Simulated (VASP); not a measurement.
Band structure of Bi (a7). All values below come from PW91 GGA, VASP's PBE PAW potentials (set 64) (plane waves; VASP).

Unless said otherwise, spin-orbit coupling is left out, though it shifts the bands of the heavy elements here.

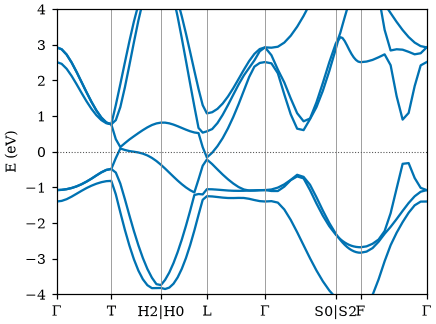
Fig. 1. Bands along high-symmetry lines, zero at the valence-band maximum or, without a gap, the Fermi level

Read the plot: is there a gap, and where are the band edges?

It has no gap at this level: it comes out as a metal or semimetal. (Edges off the drawn lines would not show.)

The compound is Bi in the a7 structure. It was relaxed first.
